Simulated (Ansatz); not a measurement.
## Electronic structure of C3H6ClNSi (SMILES C[Si](C)(Cl)C#N) in real space

```xyz
12

C    -1.2081   -0.5785    0.9960
Si   -0.1870    0.0054   -0.4311
C     1.6302   -0.2938   -0.2624
Cl   -0.8753   -0.8323   -2.1733
C    -0.4496    1.8356   -0.6094
N    -0.5970    2.9756   -0.6835
H    -1.1016   -1.6587    1.1203
H    -2.2634   -0.3513    0.8356
H    -0.8848   -0.0885    1.9180
H     2.1685    0.0934   -1.1293
H     1.8312   -1.3644   -0.1799
H     2.0138    0.2023    0.6330
```

Geometry: PBE0-D4/def2-TZVP.

Theory: RKS PBE0-D4/def2-TZVPP (Ansatz 0.2.0).

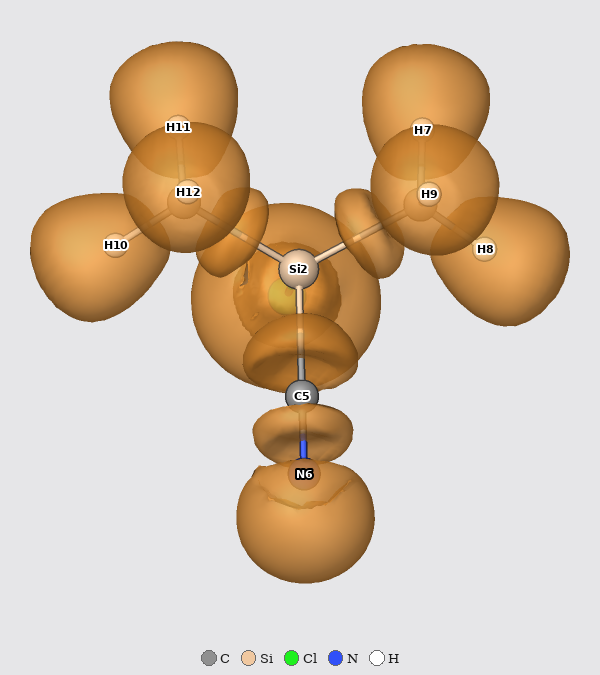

Figure 1. Isosurface of the electron localisation function at 0.8 (orange), seen at a tilt. Only the valence region is drawn (cores and ρ < 0.01 e/Å³ removed).

> Identify the bonds, lone pairs and shells in this picture.

At this value the surface marks out one region between bonded C–N atoms (shared pairs), three regions between bonded C–Si atoms (shared pairs), six regions around hydrogen nuclei, one region on Cl in which the atom's valence shell and bonds are merged and one lobe on N, pointing away from the bonds (lone pairs). Along the contacts the grid gives the following. C–N (1.15 Å): the ELF peaks at about 0.90 between the atoms: a multiple bond. C–Si (1.85 Å): the ELF peaks at about 0.95 between the atoms, as expected for a shared electron pair.

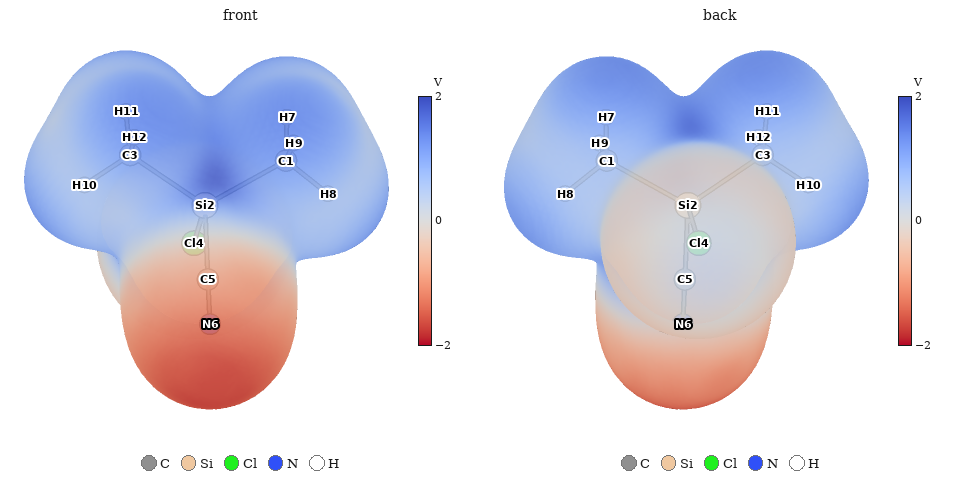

Figure 2. The molecular electrostatic potential painted on the density surface at 0.002 e/bohr³, seen from the front and from behind; the colour scale runs from red (negative) to blue (positive).

> Where is the surface potential most negative and most positive?

The most negative region (about −1.7 V) lies over N6, the most positive (about +1.6 V) over Si2. Cl4 shows a σ-hole: about +0.2 V at the tip opposite its bond, against about −0.2 V on its flanks. N6 is the likeliest acceptor of a hydrogen bond.

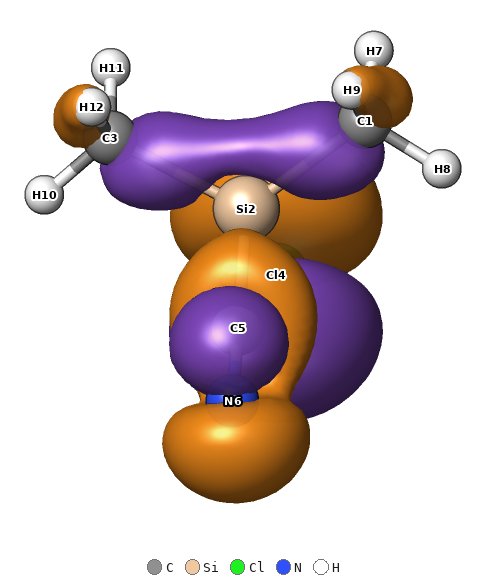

Figure 3. The HOMO−1 at ±0.08 Å⁻³ᐟ² (orange and purple are the two phases), seen at a tilt.

> What is the character of this orbital?

By Hirshfeld shares it lies mainly on Cl4 (about 65 %), N6 (about 10 %) and C5 (about 10 %); largely a lone pair of Cl4. Its energy is −9.40 eV.
